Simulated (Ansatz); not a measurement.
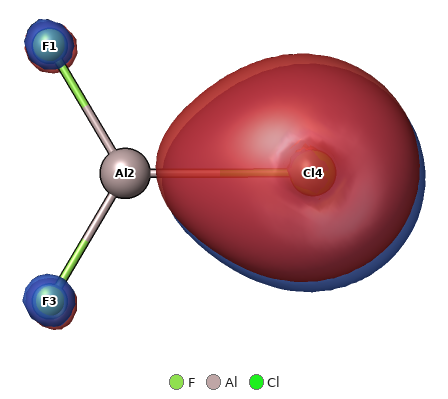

AlClF2. The HOMO−1 at ±0.1 Å⁻³ᐟ² (blue and red are the two phases), seen across its widest extent.

Geometry: PBE0-D4/def2-TZVP.

These are results of RKS PBE0-D4/def2-TZVPP (Ansatz), not measurements.

Input

```
crystal:
  periodic: [false, false, false]
  atoms:
    - {symbol: F, position_ang: [1.012181, 0.706385, 1.143912]}
    - {symbol: Al, position_ang: [0.083310, -0.065913, 0.048476]}
    - {symbol: F, position_ang: [0.287096, -1.668899, -0.170916]}
    - {symbol: Cl, position_ang: [-1.327088, 0.968126, -1.041772]}
basis:
  gaussian: {orbitals: def2-TZVPP}
hamiltonian: {xc: pbe0, dispersion: d4}
output: {orbitals: {seedname: orbitals}}
```

Launched as:

```sh
ansatz run in.yaml --threads 2 --pin off --events-out ev --progress --plain --max-ram 20480MiB --backend cpu
```

**What is the character of this orbital?**

Its weight (Hirshfeld) is mainly on Cl4 (about 90 %); it changes sign across the molecular plane (π type). Its energy is −10.15 eV.
